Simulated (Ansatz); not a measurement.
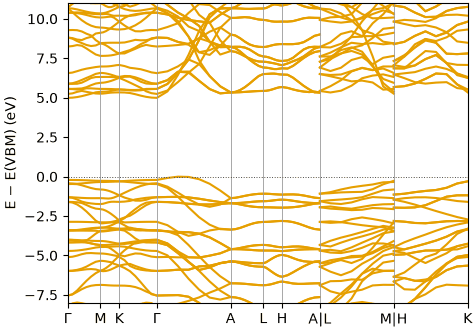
Fig. 1. Band structure from plane-wave PAW r²SCAN (Ansatz code)

Problem. Read off the gap and where the band edges lie.

Solution. About 5.0 eV (4.99 eV by a search for the band edges); maximum on the Γ–A line, 33 % of the way from Γ, minimum at Γ.

The material is Si$_{3}$N$_{4}$ in space group P6_3/m (No. 176; Si on 6h, N on 6h, N on 2c).

The r²SCAN relaxation kept the symmetry of its start.

Potentials: the later of the program's two PAW sets.
